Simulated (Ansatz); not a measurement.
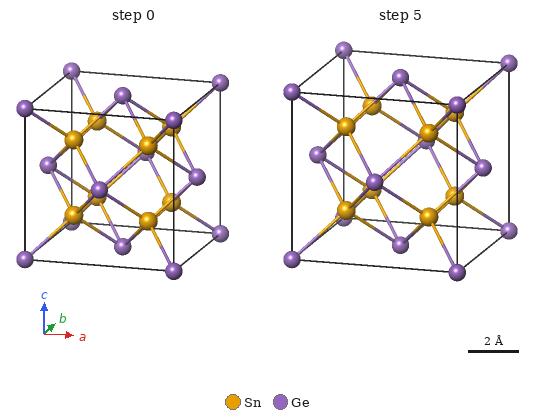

The structure of a crystal of Sn2Ge (a generated structure, set up in Fm-3m) (coarse preliminary run) before (left) and after (right) a relaxation, at one scale.

Style: ball-and-stick. Shown: the conventional cell (4 times the calculation's cell), slightly off an axis. Lengths and directions refer to the drawn axes.

Level of theory: Ansatz 0.2.0, DFT PBE, scalar-relativistic, plane waves, PAW.

Input
```yaml
crystal:
  lattice:
    - [0.0, 3.1429694073, 3.1429694073]
    - [3.1429694073, 0.0, 3.1429694073]
    - [3.1429694073, 3.1429694073, 0.0]
  atoms:
    - { symbol: Sn, position: [0.75, 0.75, 0.75] }
    - { symbol: Sn, position: [0.25, 0.25, 0.25] }
    - { symbol: Ge, position: [0.0, 0.0, 0.0] }
basis:
  ecutwfc: 420
kpoints:
  mp_grid: { grid: [6, 6, 6] }
hamiltonian:
  xc: pbe
scf:
  occupations: { method: gaussian, width: 0.1 }
output:
  forces: true
  stress: true
  eigenvalues: true
relax:
  adjacent_minimum: "off"
  f_tol: 0.05
  max_steps: 80
  cell: { stress_tol: 0.5 }
```

Command:
```bash
ansatz run input.yaml --threads 2 --pin off --max-ram 6144MiB --backend cpu --events-out ev --progress --plain --runs-dir out
```

**Summarise the run.**

After 4 accepted moves (5 points after the start) the energy has fallen by 524 meV per atom. All forces vanish by symmetry, so only the cell relaxes. The pressure goes from 28.72 to 0.49 GPa. The SCF was repeated once at an unchanged geometry on a basis and grid sized afresh for the cell, which shifted the energy by 6.5 meV per atom at most. The atoms keep their places relative to the cell (all moves are under 0.005 Å). The drawn cell changes as follows: a = b = c 6.286 → 6.979 Å (+11.0 %); the volume changes by +36.9 %. Some distances before and after: Sn1–Ge3 2.722 → 3.022 Å. The space group stays Fm-3m (No. 225). Cost: 5.2 s on 2 threads of Oxide Virtual Turin-like Processor (Zen 5) (shared host), peak memory 0.44 GiB.
